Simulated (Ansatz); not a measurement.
# AlNH₃ClF₂: geometry relaxation (part 2 of 2)

The same run, continued: AlNH₃ClF₂; RKS PBE/def2-SVP (Ansatz 0.2.0). The input holds or restrains some coordinates. It belongs to a series of runs on one base structure; here: pulled along the bonds that form and break, towards end A.

Geometry of the input (Å):
```
Al -0.7780  -0.7505  -0.4718
Cl 0.4742  0.9355  -2.0061
F  -0.2255  -2.2838  -0.6644
F  -2.3696  -0.3900  -0.3201
H  0.8146  0.9280  -0.2828
N  0.5362  0.4119  0.9165
H  0.1759  1.1414  1.5152
H  1.3721  0.0075  1.3133
```

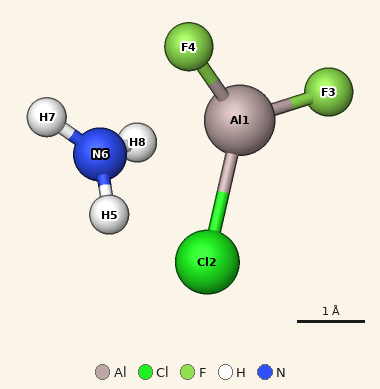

**Figure 1.** The geometry at step 5 of the log (ball-and-stick view, seen at a tilt; atoms are numbered from 1 in the order of the input).

```
mean field -26070.86577054 eV, -958.0866455998 hartree, gradient 2.2e-5 eV, S^2 0.000000; 1 other end points of the search recorded, 0 dependent functions left out
the calculation of the forces begins
reference -26070.86581432 eV, -958.0866472086 hartree; 29, 29 occupied and 64, 64 virtual orbitals, 1030 factors
Total energy: -26070.86581432 eV, -958.0866472086 hartree
Atom 0 at    -1.003443    -0.900877    -1.032402 Å, force     1.052603     1.174300    -0.025975 eV/Å
Atom 1 at     0.143999     0.590328    -2.156835 Å, force    -0.664865    -0.819935     0.421211 eV/Å
Atom 2 at    -0.440000    -2.464430    -0.947713 Å, force     0.003338     0.005792     0.000023 eV/Å
Atom 3 at    -2.560623    -0.546137    -0.564979 Å, force     0.004062     0.003199    -0.002279 eV/Å
Atom 4 at     1.068333     1.106574     0.257695 Å, force     0.121764     0.125485     0.024814 eV/Å
Atom 5 at     0.777381     0.638066     1.123652 Å, force    -0.523206    -0.497383    -0.425403 eV/Å
Atom 6 at     0.404002     1.350403     1.761081 Å, force     0.002061     0.000466     0.004182 eV/Å
Atom 7 at     1.610252     0.226074     1.559301 Å, force     0.004243     0.008076     0.003426 eV/Å
Dipole moment:     0.384728     0.342966     0.389073 e Å
```

Trajectory as extended XYZ (Å, eV, eV/Å), 9 frames, from step=1 to step=9
```
8
Properties=species:S:1:pos:R:3:forces:R:3 step=1 energy=-26070.42584
Al   -0.7780   -0.7505   -0.4718    2.4786   2.5667   0.2794
Cl    0.4742    0.9355   -2.0061   -0.8575  -1.1259   0.8527
F    -0.2255   -2.2838   -0.6644    0.2878  -0.7489  -0.0873
F    -2.3696   -0.3900   -0.3201   -0.8355   0.2260   0.1083
H     0.8146    0.9280   -0.2828   -0.3666  -0.8015   2.3858
N     0.5362    0.4119    0.9165   -0.9292  -0.1854  -4.3428
H     0.1759    1.1414    1.5152   -0.3633   0.4780   0.4766
H     1.3721    0.0075    1.3133    0.5856  -0.4089   0.3273
8
Properties=species:S:1:pos:R:3:forces:R:3 step=2 energy=-26070.60375
Al   -0.8240   -0.7668   -0.6521    2.4838   2.6396  -0.2793
Cl    0.3899    0.8664   -2.1079   -1.1724  -1.5098   1.0518
F    -0.2246   -2.2988   -0.6665    0.1958  -0.6368  -0.0493
F    -2.3866   -0.3902   -0.3193   -0.7536   0.1510   0.1237
H     0.8432    0.9185   -0.0902   -0.0938  -0.5610   2.6883
N     0.6315    0.5057    0.9620   -1.4362  -0.5795  -5.6475
H     0.1748    1.1614    1.5400   -0.5824   1.1739   1.2292
H     1.3957    0.0038    1.3338    1.3588  -0.6773   0.8830
8
Properties=species:S:1:pos:R:3:forces:R:3 step=3 energy=-26070.63945
Al   -0.8727   -0.7849   -0.8400    2.0788   2.1470  -0.1654
Cl    0.2963    0.7821   -2.1899   -1.2243  -1.5608   1.0077
F    -0.2217   -2.3045   -0.6661   -0.0504  -0.1509  -0.1549
F    -2.3945   -0.3875   -0.3167   -0.2903  -0.0021  -0.0820
H     0.8902    0.9342    0.0822    0.5302   0.7056  -0.7044
N     0.7163    0.5868    1.0090   -1.5941  -1.3181  -2.2581
H     0.1647    1.1827    1.5669   -0.5571   0.8839   1.3190
H     1.4212   -0.0088    1.3543    1.1071  -0.7046   1.0381
8
Properties=species:S:1:pos:R:3:forces:R:3 step=4 energy=-26070.59169
Al   -0.9256   -0.8091   -1.0225    1.3252   1.2168   0.6653
Cl    0.1727    0.6634   -2.2739   -0.8563  -1.0689   0.5678
F    -0.2278   -2.3019   -0.6853   -0.3079   0.3149  -0.3605
F    -2.3974   -0.3885   -0.3343    0.1984  -0.1686  -0.4100
H     0.9825    1.0156    0.1671    0.3300   0.4327  -0.3733
N     0.7984    0.6589    1.0916   -0.8470  -0.6997  -1.3149
H     0.1464    1.1994    1.6389    0.0989  -0.0279   0.6103
H     1.4507   -0.0378    1.4182    0.0586   0.0007   0.6152
8
Properties=species:S:1:pos:R:3:forces:R:3 step=5 energy=-26070.63816
Al   -0.9408   -0.8395   -0.9679    1.4725   2.0832  -0.5372
Cl    0.1209    0.5919   -2.2304   -0.5492  -0.7031   0.4748
F    -0.3616   -2.3512   -0.8232    0.5074  -1.2504   0.1289
F    -2.4596   -0.4972   -0.4767   -1.0018   0.2586   0.3423
H     1.0829    1.1224    0.1980    0.0999   0.0362   0.4287
N     0.8742    0.7357    1.1254   -0.7783  -0.4728  -1.6603
H     0.2041    1.2255    1.6974    0.0127   0.1308   0.4157
H     1.4799    0.0123    1.4772    0.2367  -0.0826   0.4072
8
Properties=species:S:1:pos:R:3:forces:R:3 step=6 energy=-26070.75895
Al   -0.9889   -0.8794   -1.0042    1.4537   1.7336  -0.1219
Cl    0.1417    0.5970   -2.1471   -0.6416  -0.7469   0.2422
F    -0.3866   -2.4004   -0.8473    0.2051  -0.6601   0.0269
F    -2.5191   -0.5231   -0.5125   -0.5662   0.1001   0.1402
H     1.1396    1.1817    0.2362    0.2557   0.3014  -0.1119
N     0.8372    0.7039    1.0764   -1.0977  -1.0759  -0.7595
H     0.2630    1.2464    1.7084    0.1003   0.2667   0.3156
H     1.5130    0.0739    1.4899    0.2906   0.0810   0.2684
8
Properties=species:S:1:pos:R:3:forces:R:3 step=7 energy=-26070.86170
Al   -0.9969   -0.8890   -1.0326    1.0612   1.1419   0.0037
Cl    0.1415    0.5909   -2.1795   -0.6549  -0.8050   0.4482
F    -0.4265   -2.4486   -0.9237    0.0016   0.0002  -0.0177
F    -2.5512   -0.5342   -0.5567   -0.0078   0.0121  -0.0114
H     1.0532    1.0959    0.2456    0.1834   0.1897   0.0627
N     0.7882    0.6417    1.1253   -0.7240  -0.6709  -0.5754
H     0.3823    1.3293    1.7634    0.0215   0.1143   0.0535
H     1.6095    0.2140    1.5580    0.1190   0.0178   0.0365
8
Properties=species:S:1:pos:R:3:forces:R:3 step=8 energy=-26070.81072 accepted=F
Al   -1.0091   -0.9281   -0.9718    0.7772   0.8151  -0.4502
Cl    0.1436    0.5616   -2.0904   -0.6068  -0.7652   0.4149
F    -0.5088   -2.5308   -1.0413   -0.0650   0.4514   0.2158
F    -2.6175   -0.5920   -0.6436    0.3496  -0.0401   0.1323
H     1.1289    1.1929    0.2859    0.0750   0.0560  -0.0193
N     0.8039    0.6807    1.1144   -0.3499  -0.4242   0.1962
H     0.4281    1.3777    1.7865    0.1660  -0.3158  -0.2900
H     1.6307    0.2379    1.5601   -0.3461   0.2227  -0.1996
8
Properties=species:S:1:pos:R:3:forces:R:3 step=9 energy=-26070.86577
Al   -1.0034   -0.9009   -1.0324    1.0526   1.1743  -0.0260
Cl    0.1440    0.5903   -2.1568   -0.6649  -0.8199   0.4212
F    -0.4400   -2.4644   -0.9477    0.0033   0.0058   0.0000
F    -2.5606   -0.5461   -0.5650    0.0041   0.0032  -0.0023
H     1.0683    1.1066    0.2577    0.1218   0.1255   0.0248
N     0.7774    0.6381    1.1237   -0.5232  -0.4974  -0.4254
H     0.4040    1.3504    1.7611    0.0021   0.0005   0.0042
H     1.6103    0.2261    1.5593    0.0042   0.0081   0.0034
```

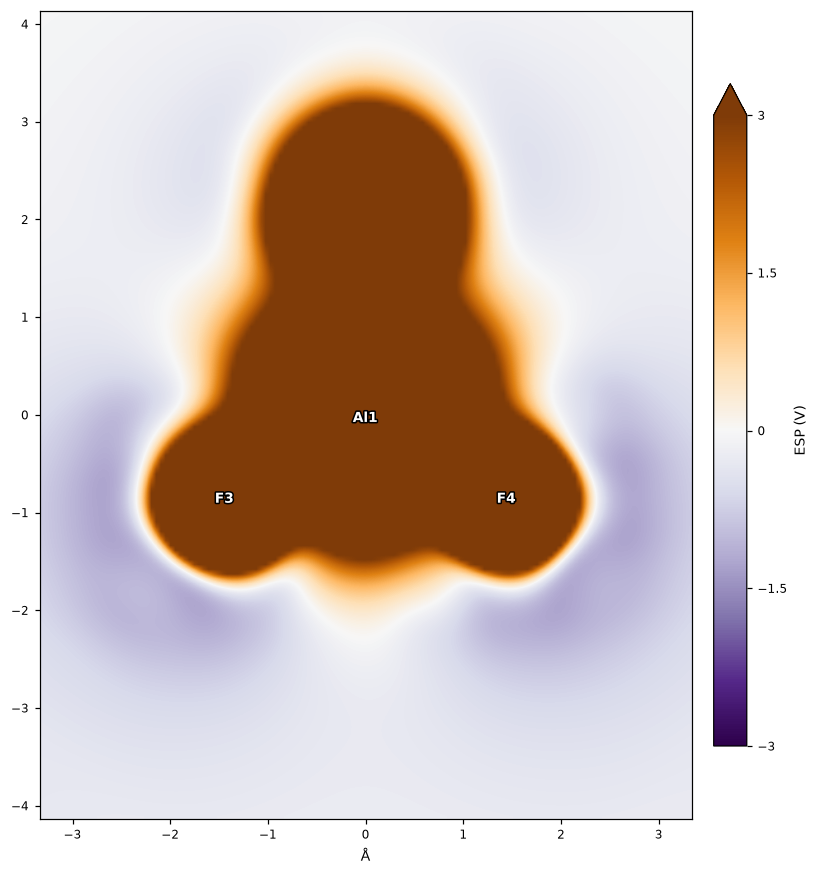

**Figure 2.** Molecular electrostatic potential on the plane of atoms F3, Al1 and F4. Atoms in the plane: Al and F.

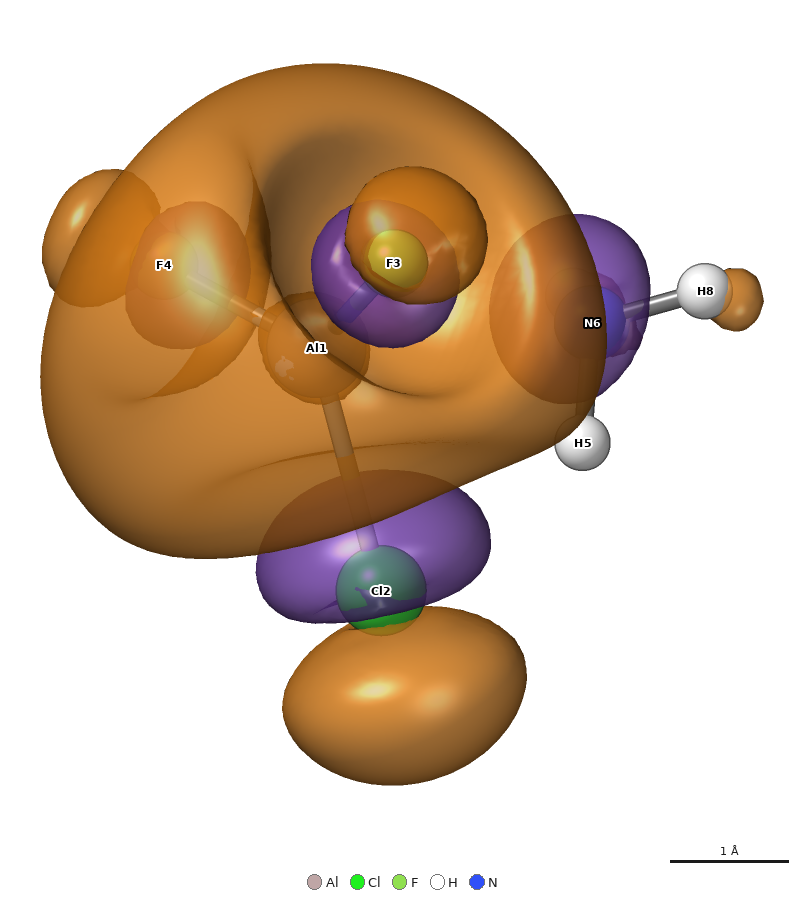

**Figure 3.** One frontier orbital at ±0.06 Å⁻³ᐟ² (orange and purple are the two phases), seen at an oblique angle. The LUMO, at −1.84 eV. It lies mainly on Al1 (55 %), Cl2 (15 %), F3 (10 %) and F4 (10 %).

Key numbers

| quantity | value |
| --- | --- |
| outcome | converged under the restraints of the input |
| total energy | −26070.8658 eV |
| mean-field energy | −26070.8658 eV |
| largest force (length of the vector) at the end, held atoms and coordinates included | 1.577 eV/Å |
| hardware | 2 threads of Arm Neoverse V2, 24 GiB of memory available, shared host |
| wall time | 16 s (CPU time 30 s) |
| peak memory | 0.15 GiB |
